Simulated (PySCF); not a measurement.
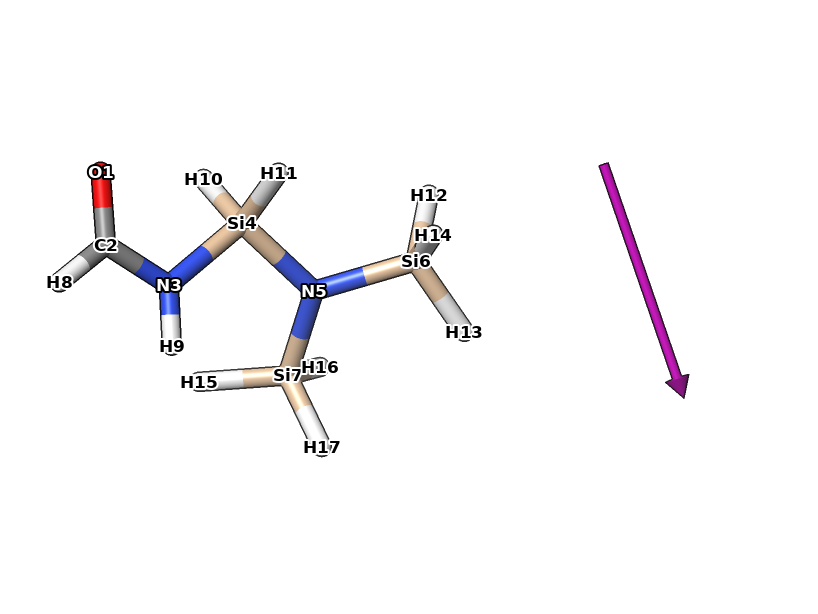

The arrow beside the molecule shows the direction of the dipole moment, from the negative to the positive end (its length means nothing). The computed structure is the end point of a GFN2-xTB optimisation. No frequency run is at hand to confirm it as a minimum. Properties computed with PBE0/pcSseg-1, gas phase (PySCF 2.14.0).

Question: Estimate the dipole moment.

Answer: 3.46 D; it points from the side of O1 to the side of H17 (the outermost atoms at the two ends).

The geometry is semi-empirical. Around Si such bond lengths and angles can be off by a tenth of an ångström or more and by several degrees, and values that hang on the shape move with them.
